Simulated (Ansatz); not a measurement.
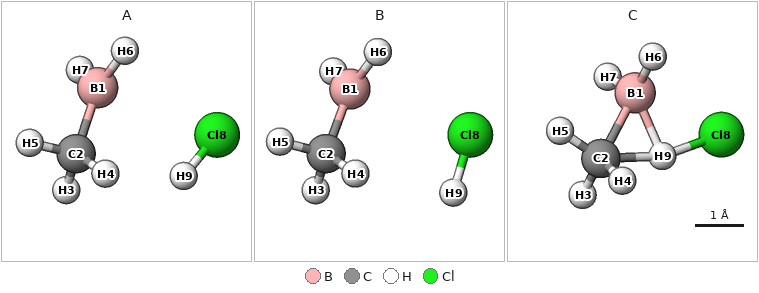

3 geometries from a converged minimum-energy path of CH₆BCl, made up at the start of CH5B and HCl, shuffled. A ball-and-stick model, seen at a tilt.

Computed with Ansatz 0.2.0, RKS B3LYP/def2-SVP. Settings: 7 movable images; climbing image; force threshold 0.03 eV/Å; iteration limit 60; starting path through a guess of the saddle point.

### One of them is the converged climbing image. Which?

C. In order along the path, whose images run from 0 to 8: B (image 0, 0.0 kJ/mol), A (image 1, +3.1 kJ/mol), C (image 3, +69.0 kJ/mol). Breaking: B1–C2 (1.57 → 1.71 at the top → 3.77 Å), Cl8–H9 (1.29 → 1.54 at the top → 3.36 Å). Forming: B1–Cl8 (2.93 → 2.16 at the top → 1.75 Å), C2–H9 (3.17 → 1.45 at the top → 1.10 Å).

Limits of the set-up: the start holds two separate molecules, 2.9 Å apart at their closest, whose relative position is a soft coordinate and is computed without a dispersion correction.

The run took 4.2 min on 1 thread of Arm Neoverse V2, on a shared host, peak memory 0.17 GiB.
